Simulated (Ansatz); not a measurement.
## Electronic structure of O₂Sn (charge −1, quartet) in real space

Input file:

```
crystal:
  periodic: [false, false, false]
  atoms:
    - {symbol: Sn, position_ang: [-0.640551, 0.671214, -0.014022]}
    - {symbol: O, position_ang: [1.396573, 0.693484, 0.100987]}
    - {symbol: O, position_ang: [-0.756024, -1.364699, -0.086965]}
basis:
  gaussian: {orbitals: def2-TZVPD, initial_orbitals: start.molden}
total_charge: -1
magnetization: {spin_polarized: true, initial_magnetization: 3}
hamiltonian: {xc: pbe0, dispersion: d4}
scf: {omitted_lower_state_checks: [starts]}
output: {orbitals: {seedname: orbitals}}
```

Launched as:

```sh
ansatz run in.yaml --threads 4 --pin off --events-out ev --progress --plain --max-ram 3916MiB
```

Geometry: r2SCAN-D4/def2-TZVPD; core potentials replace the inner electrons of Sn; the highest occupied orbital lies above zero, a sign that basis and functional describe the outermost electron poorly.

Theory: Ansatz, UKS PBE0-D4/def2-TZVPD.

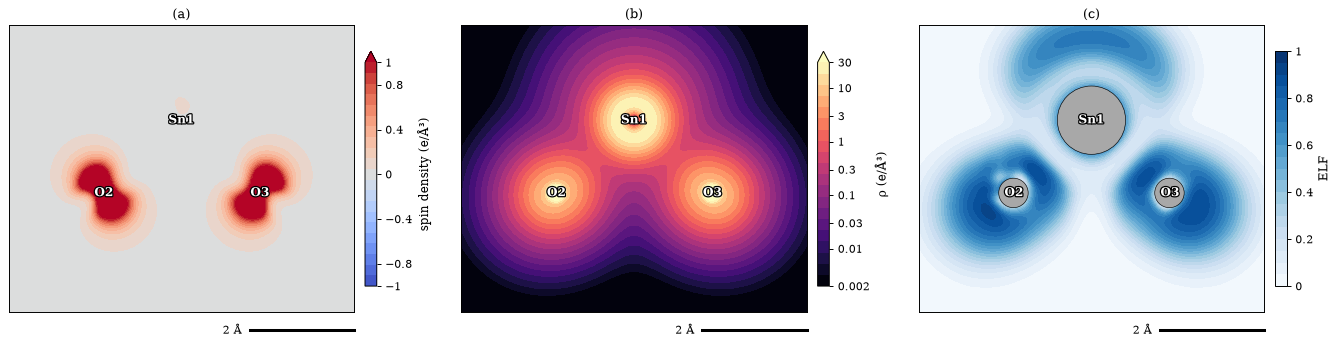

Figure 1. (a) spin density; (b) electron density; (c) ELF on the molecular plane. Grey discs cover the atomic cores in the ELF map.

> Interpret the plot.

The plane passes through Sn and O nuclei.
Sn–O (2.04 Å): ρ is about 0.71 e/Å³ halfway; the ELF peaks at about 0.90 in the valence shell of O, 0.5 Å from its nucleus, and drops to about 0.15 between the two atoms.
The ELF also peaks beside O2 and O3, away from the bonds: non-bonding electrons, paired or unpaired.
The unpaired spin (3 electrons) lies mostly on O2 (about 1.0), O3 (about 1.0) and Sn1 (about 1.0), in electrons by Hirshfeld's partition.

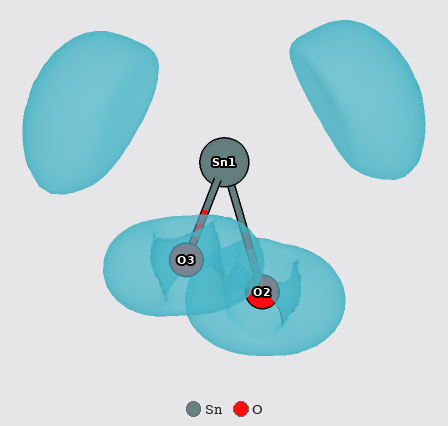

Figure 2. Isosurface of the ELF at 0.8 (cyan), seen at an oblique angle. Only the valence region is drawn (cores and ρ < 0.01 e/Å³ removed).

> Identify the bonds, lone pairs and shells in this picture.

At this value the surface marks out two lobes on Sn, pointing away from the bonds (non-bonding electrons) and two regions wrapped around O (the valence shell of each).

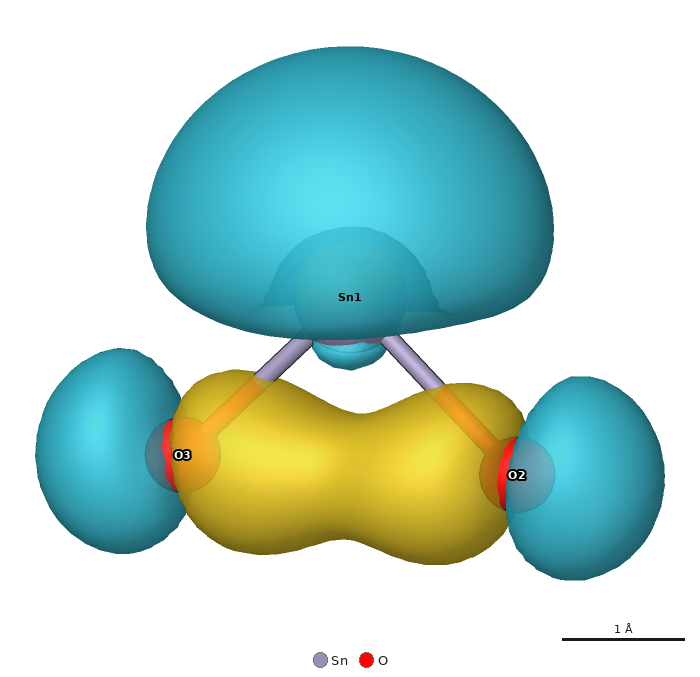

Figure 3. The HOMO (β) at ±0.1 Å⁻³ᐟ² (yellow and cyan are the two phases), seen at a tilt.

> What is the character of this orbital?

Its weight (Hirshfeld) is mainly on Sn1 (about 60 %), O2 (about 20 %) and O3 (about 20 %); it is symmetric in the molecular plane (an in-plane orbital: σ, lone-pair or in-plane π type). Its energy is −2.28 eV.

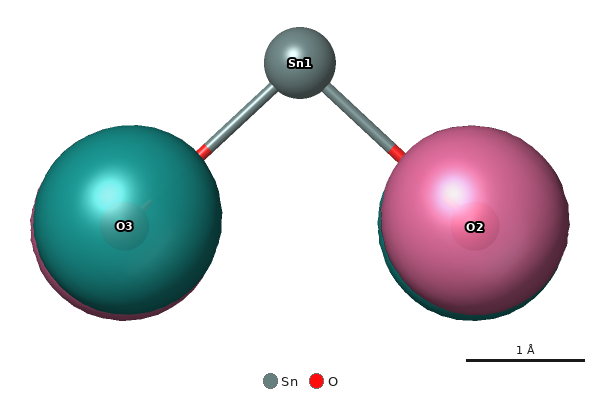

Figure 4. The HOMO−1 (β) at ±0.15 Å⁻³ᐟ² (teal and pink are the two phases), seen across its widest extent.

> Where does this orbital lie, and at what energy?

It lies mainly on O2 (about 45 %) and O3 (about 45 %); it changes sign across the molecular plane (π type). Its energy is −2.85 eV.
